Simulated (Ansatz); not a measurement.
Consider CH₂FGe (SMILES [CH2]=[Ge+][F]) (charge +1).

Input

```
crystal:
  periodic: [false, false, false]
  atoms:
    - {symbol: C, position_ang: [0.868346, -0.138550, 0.312614]}
    - {symbol: F, position_ang: [-1.451172, -1.135126, -1.519263]}
    - {symbol: Ge, position_ang: [-0.936456, -0.103537, -0.279285]}
    - {symbol: H, position_ang: [1.454369, 0.778309, 0.105948]}
    - {symbol: H, position_ang: [1.022094, -0.499505, 1.348396]}
basis:
  gaussian:
    orbitals: def2-TZVPD
total_charge: 1
hamiltonian:
  xc: {name: PBE0}
output: {forces: true, orbitals: {seedname: orbitals}}
```

Command:

```sh
ansatz run input.yaml --threads 1 --pin off --max-ram 2610MiB --events-out events.jsonl --progress --plain --runs-dir runs
```

Geometry: PBE0-D3(BJ)/def2-SVP.

Level of theory: isolated molecule in a Gaussian basis; Kohn-Sham density functional theory, functional PBE0 (Ansatz 0.2.0).

What will maps of the electron density and electron localisation function show?

Ge–F (1.69 Å): ρ at the midpoint is about 1.1 e/Å³; the ELF peaks at about 0.80 in the valence shell of F, 0.5 Å from its nucleus, and is about 0.25 at the midpoint.
C–Ge (1.90 Å): the density is about 0.89 e/Å³ at the midpoint; the ELF peaks at about 0.90 in the valence shell of C, 0.7 Å from its nucleus, and is about 0.60 at the midpoint.

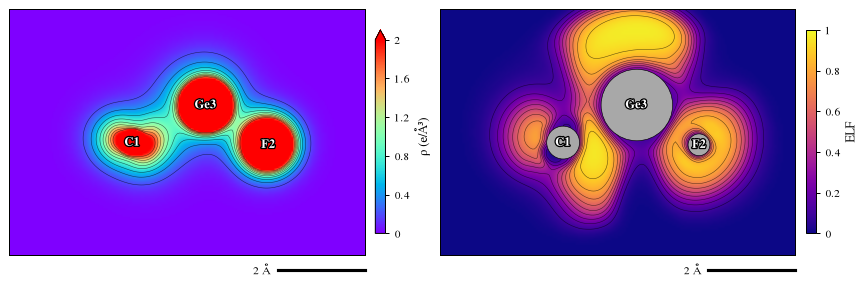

Computed electron density and electron localisation function on the plane of atoms C1, Ge3 and F2, in this order. Grey discs cover the atomic cores in the ELF map. 
